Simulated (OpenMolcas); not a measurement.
**Single-point calculation of BSiH$_{4}$O$_{2}$F (part 1 of 2)**

- system: BSiH$_{4}$O$_{2}$F
- method: HF/ANO-RCC-MB, RHF, DKH2 (OpenMolcas 26.06)

The geometry comes from this level: PBE0-D4/def2-TZVP.

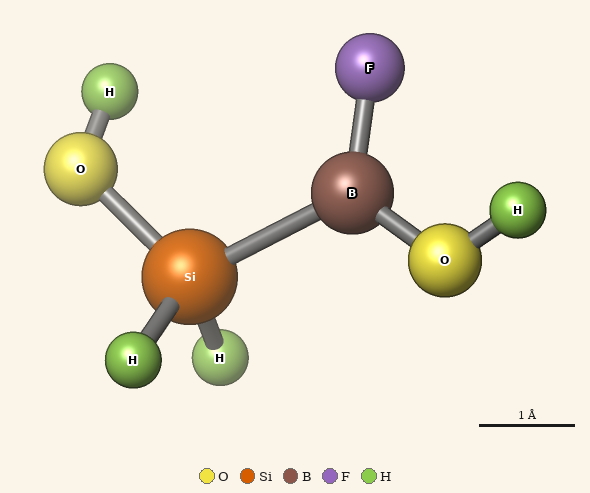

**Figure 1.** The structure (ball-and-stick view, seen at a tilt). Bond lengths as drawn: B–F 1.34 Å, B–O 1.35 Å, B–Si 2.04 Å, H–O 0.96 Å, H–Si 1.48 to 1.49 Å and O–Si 1.65 Å.

### Input
```
* BFH4O2Si Hartree-Fock
>>> EXPORT MOLCAS_PRINT=2
&GATEWAY
Coord = input.xyz
Basis = ANO-RCC-MB
Group = NoSym
&SEWARD
&SCF
PrOrbitals = 0
&LOCALISATION
Occupied
Freeze
Pipek-Mezey
&LOCALISATION
FileOrb = $Project.LocOrb
Virtual
Pipek-Mezey
```

### File input.xyz
```
9

O      1.152500     0.650100     1.703000
Si     0.837600    -0.439800     0.500200
B     -0.701500     0.194000    -0.670900
O     -0.968000    -0.381600    -1.859000
F     -1.488500     1.196900    -0.250400
H      0.401000     1.098100     2.092900
H      2.093300    -0.579800    -0.278100
H      0.493300    -1.781600     1.056300
H     -1.731300    -0.002600    -2.311100
```

Command:
```bash
export MOLCAS_MEM=1860
pymolcas step1.inp > step1.log
```

### The program's output
```
--- Start Module: gateway ---

                                              &GATEWAY

                       available to each process: 1.9 GB of memory, 1 thread

++    Symmetry information:
      ---------------------

                    Character Table for C1

                             E
                    a        1  x, y, xy, Rz, z, xz, Ry, yz, Rx, I
--

++    Basis set information:
      ----------------------

      Basis set label: O.ANO-RCC...2S1P.

      Electronic valence basis set:
      ------------------
      Associated Effective Charge   8.000000 au
      Associated Actual Charge      8.000000 au
      Nuclear Model: Point charge

      Shell  nPrim  nBasis  Cartesian Spherical Contaminant
         s      14       2        X
         p       9       1        X

      Basis set label: SI.ANO-RCC...3S2P.

      Electronic valence basis set:
      ------------------
      Associated Effective Charge  14.000000 au
      Associated Actual Charge     14.000000 au
      Nuclear Model: Point charge

      Shell  nPrim  nBasis  Cartesian Spherical Contaminant
         s      17       3        X
         p      12       2        X

      Basis set label: B.ANO-RCC...2S1P.

      Electronic valence basis set:
      ------------------
      Associated Effective Charge   5.000000 au
      Associated Actual Charge      5.000000 au
      Nuclear Model: Point charge

      Shell  nPrim  nBasis  Cartesian Spherical Contaminant
         s      14       2        X
         p       9       1        X

      Basis set label: O.ANO-RCC...2S1P.

      Electronic valence basis set:
      ------------------
      Associated Effective Charge   8.000000 au
      Associated Actual Charge      8.000000 au
      Nuclear Model: Point charge

      Shell  nPrim  nBasis  Cartesian Spherical Contaminant
         s      14       2        X
         p       9       1        X

      Basis set label: F.ANO-RCC...2S1P.

      Electronic valence basis set:
      ------------------
      Associated Effective Charge   9.000000 au
      Associated Actual Charge      9.000000 au
      Nuclear Model: Point charge

      Shell  nPrim  nBasis  Cartesian Spherical Contaminant
         s      14       2        X
         p       9       1        X

      Basis set label: H.ANO-RCC...1S.

      Electronic valence basis set:
      ------------------
      Associated Effective Charge   1.000000 au
      Associated Actual Charge      1.000000 au
      Nuclear Model: Point charge

      Shell  nPrim  nBasis  Cartesian Spherical Contaminant
         s       8       1        X
--

++    Molecular structure info:
      -------------------------

                    ************************************************
                    **** Cartesian Coordinates / bohr, angstrom ****
                    ************************************************

     Center  Label                x              y              z                     x              y              z
        1      O1               2.177909       1.228511       3.218204              1.152500       0.650100       1.703000
        2      SI2              1.582835      -0.831102       0.945241              0.837600      -0.439800       0.500200
        3      B3              -1.325643       0.366607      -1.267817             -0.701500       0.194000      -0.670900
        4      O4              -1.829255      -0.721119      -3.513001             -0.968000      -0.381600      -1.859000
        5      F5              -2.812857       2.261813      -0.473187             -1.488500       1.196900      -0.250400
        6      H6               0.757780       2.075108       3.955008              0.401000       1.098100       2.092900
        7      H7               3.955764      -1.095663      -0.525533              2.093300      -0.579800      -0.278100
        8      H8               0.932202      -3.366736       1.996118              0.493300      -1.781600       1.056300
        9      H9              -3.271683      -0.004913      -4.367346             -1.731300      -0.002600      -2.311100

                    ***************************************
                    *    InterNuclear Distances / bohr    *
                    ***************************************

               1 O1            2 SI2           3 B3            4 O4            5 F5            6 H6
    1 O1       0.000000
    2 SI2      3.124496        0.000000
    3 B3       5.756921        3.845955        0.000000
    4 O4       8.072641        5.615191        2.545118        0.000000
    5 F5       6.292999        5.558792        2.536740        4.371021        0.000000
    6 H6       1.810076        4.264442        5.876864        8.383483        5.691505        0.000000
    7 H7       4.751643        2.804275        5.530142        6.521632        7.555767        6.352648
    8 H8       4.915443        2.820834        5.448760        6.706364        7.197465        5.786307
    9 H9       9.421250        7.243791        3.678611        1.823035        4.529133        9.477586

               7 H7            8 H8            9 H9
    7 H7       0.000000
    8 H8       4.545153        0.000000
    9 H9       8.257436        8.334757        0.000000

                    *******************************************
                    *    InterNuclear Distances / angstrom    *
                    *******************************************

               1 O1            2 SI2           3 B3            4 O4            5 F5            6 H6
    1 O1       0.000000
    2 SI2      1.653412        0.000000
    3 B3       3.046431        2.035192        0.000000
    4 O4       4.271858        2.971431        1.346818        0.000000
    5 F5       3.330112        2.941586        1.342385        2.313045        0.000000
    6 H6       0.957851        2.256646        3.109902        4.436348        3.011814        0.000000
    7 H7       2.514461        1.483959        2.926425        3.451099        3.998340        3.361676
    8 H8       2.601140        1.492721        2.883360        3.548855        3.808734        3.061982
    9 H9       4.985511        3.833249        1.946637        0.964708        2.396714        5.015323

               7 H7            8 H8            9 H9
    7 H7       0.000000
    8 H8       2.405192        0.000000
    9 H9       4.369647        4.410563        0.000000

                    **************************************
                    *    Valence Bond Angles / degree    *
                    **************************************
                          Atom centers                 Phi
                      7 H7       2 SI2      8 H8       107.80
                      4 O4       3 B3       5 F5       118.66
                      3 B3       4 O4       9 H9       113.71

           ***************************************************************
           *              Valence Dihedral Angles / degree               *
           ***************************************************************
                    Atom centers                       Phi1     Phi2     Theta
           5 F5       3 B3       4 O4       9 H9        118.66   113.71    -0.09
--

            Nuclear Potential Energy            215.35652899 au

--- Stop Module: gateway /rc=_RC_ALL_IS_WELL_ ---

--- Start Module: seward ---

                                              &SEWARD

                       available to each process: 1.9 GB of memory, 1 thread

               SEWARD will generate:
                  Multipole Moment integrals up to order  2
                  Kinetic Energy integrals
                  Nuclear Attraction integrals (point charge)
                  One-Electron Hamiltonian integrals
                  Velocity integrals
                  Relativistic Douglas-Kroll-Hess integrals:
                    - Parametrization         : EXP
                    - DKH order of Hamiltonian: 2
                    - DKH order of Properties : 0
                         - multipole moment operators
                         - electric potential operators
                         - contact operators
                  Orbital angular momentum around ( -0.1679   0.3134  -0.0016 )
                  Velocity quadrupole around ( -0.1679   0.3134  -0.0016 )
                  Atomic mean-field integrals
                  Two-Electron Repulsion integrals

                   Integrals are discarded if absolute value <: 1.00E-14
                   Integral cutoff threshold is set to       <: 1.00E-16

            Nuclear Potential Energy            215.35652899 au

      Basis set specifications :
      Symmetry species         a
      Basis functions           33

--- Stop Module: seward /rc=_RC_ALL_IS_WELL_ ---
--- Module seward spent 1 second ---

--- Start Module: scf ---

                                                &SCF

                       available to each process: 1.9 GB of memory, 1 thread

++    Input section:
      --------------

      Header of the integral files:

      Cartesian coordinates in angstrom:
      -----------------------------------------------------
      No.  Label        X            Y            Z
      -----------------------------------------------------
       1   O1         1.15250000   0.65010000   1.70300000
       2   SI2        0.83760000  -0.43980000   0.50020000
       3   B3        -0.70150000   0.19400000  -0.67090000
       4   O4        -0.96800000  -0.38160000  -1.85900000
       5   F5        -1.48850000   1.19690000  -0.25040000
       6   H6         0.40100000   1.09810000   2.09290000
       7   H7         2.09330000  -0.57980000  -0.27810000
       8   H8         0.49330000  -1.78160000   1.05630000
       9   H9        -1.73130000  -0.00260000  -2.31110000
      -----------------------------------------------------
      Nuclear repulsion energy =  215.35652899
--

++    Orbital specifications:
      -----------------------

      Symmetry species               1
                                     a
      Frozen orbitals                0
      Occupied orbitals             24
      Secondary orbitals             9
      Deleted orbitals               0
      Total number of orbitals      33
      Number of basis functions     33
--

      Molecular charge                           0.000

++    Optimization specifications:
      ----------------------------

      SCF Algorithm: Conventional
      Minimized density differences are used
      Number of density matrices in core                 5
      Maximum number of NDDO SCF iterations            400
      Maximum number of HF SCF iterations              400
      Threshold for SCF energy change             1.00E-09
      Threshold for density matrix                1.00E-04
      Threshold for Fock matrix                   1.50E-04
      Threshold for linear dependence             1.00E-09
      Threshold at which DIIS is turned on        1.50E-01
      Maximum depth in the DIIS procedure                5
      Maximum depth in the BFGS Hessian update          30
      Threshold at which QNR/C2DIIS is turned on  7.50E-02
      Threshold for Norm(delta) (QNR/C2DIIS)      1.00E-03
      All orbitals punched on: SCFORB
--

      Input vectors read from INPORB
      Orbital file label: *Guess orbitals

++ Convergence information
                                   SCF        iterations: Energy and convergence statistics

Iter     Tot. SCF        One-elec.       Two-elec.     Energy      Max Dij or  Max Fij      DNorm      TNorm      AccCon     Time
         Energy          Energy          Energy        Change      Delta Norm                                                in Sec.
   1  -565.540619666 -1209.362451369   428.465302717   0.00E+00    1.40E-01*   9.17E-02*    9.54E+00   1.05E+02   None         0.
   2  -565.742970912 -1209.776131923   428.676632025  -2.02E-01*   5.39E-02*   3.30E-02*    1.80E+00   1.05E+02   EDIIS        0.
   3  -565.754312408 -1210.365901612   429.255060218  -1.13E-02*   1.43E-02*   8.19E-03*    3.62E-01   1.05E+02   c2DIIS       0.
   4  -565.755391821 -1210.294544795   429.182623989  -1.08E-03*   6.91E-03*   3.00E-03*    7.80E-02   1.05E+02   QNRc2DIIS    0.
   5  -565.755492298 -1210.346712901   429.234691617  -1.00E-04*   2.80E-03*   8.12E-04*    1.78E-02   1.05E+02   QNRc2DIIS    0.
   6  -565.755507819 -1210.341805625   429.229768820  -1.55E-05*   8.41E-04    2.59E-04*    3.73E-03   1.05E+02   QNRc2DIIS    0.
   7  -565.755508807 -1210.340162521   429.228124728  -9.87E-07*   1.55E-04    4.33E-05     7.53E-04   1.05E+02   QNRc2DIIS    0.
   8  -565.755508839 -1210.340284861   429.228247036  -3.20E-08*   2.08E-05    7.54E-06     1.62E-04   1.05E+02   QNRc2DIIS    0.
   9  -565.755508840 -1210.340308522   429.228270696  -8.72E-10    8.25E-06    1.37E-06     3.02E-05   1.05E+02   QNRc2DIIS    0.

       Convergence after   9 Iterations
--

 *****************************************************************************************************************************
 *                                             SCF/KS-DFT Program, Final results                                             *
 *                                                       Final Results                                                       *
 *****************************************************************************************************************************

::    Total SCF energy                               -565.7555088398
      One-electron energy                           -1210.3403085221
      Two-electron energy                             429.2282706965
      Nuclear repulsion energy                        215.3565289859
      Kinetic energy (interpolated)                   572.4379131782
      Virial theorem                                    0.9883264120
      Total spin, S(S+1)                                0.0000000000
      Total spin, S                                     0.0000000000
      Max non-diagonal density matrix element           0.0000067081
      Max non-diagonal Fock matrix element              0.0000009582

      No orbitals printed

++    Molecular charges:
      ------------------

      Mulliken charges per centre
      ---------------------------
```
